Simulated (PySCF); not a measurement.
Vertical excitations of a molecule C2H6FInO from TDDFT-B3LYP/def2-SVPD in PySCF 2.14.0, as energy in eV (oscillator strength): 4.56 (0.008), 4.79 (0.003), 4.98 (0.003), 5.49 (0.162), 6.56 (0.046), 6.57 (0.001), 6.63 (0.035), 6.83 (0.016), 6.87 (0.008), 7.04 (0.006). Lowest triplet (TDA): 4.21 eV. Geometry: B3LYP-D3(BJ)/def2-SVP. The def2 effective core potentials stand for the cores of In; spin–orbit coupling is left out. Other conformers were not sampled.

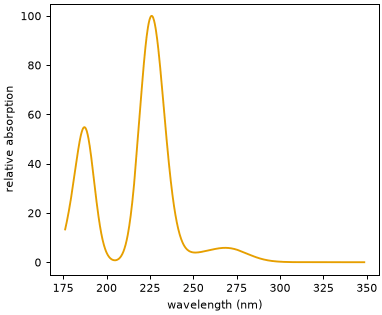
The lines broadened by 0.4 eV.

### Question
Which molecule gave these data?
(A) C[CH2][In]([OH])[F]
(B) C[O][In]([CH3])[F]
(C) CC[O][InH][F]

### Answer
C, CC[O][InH][F]
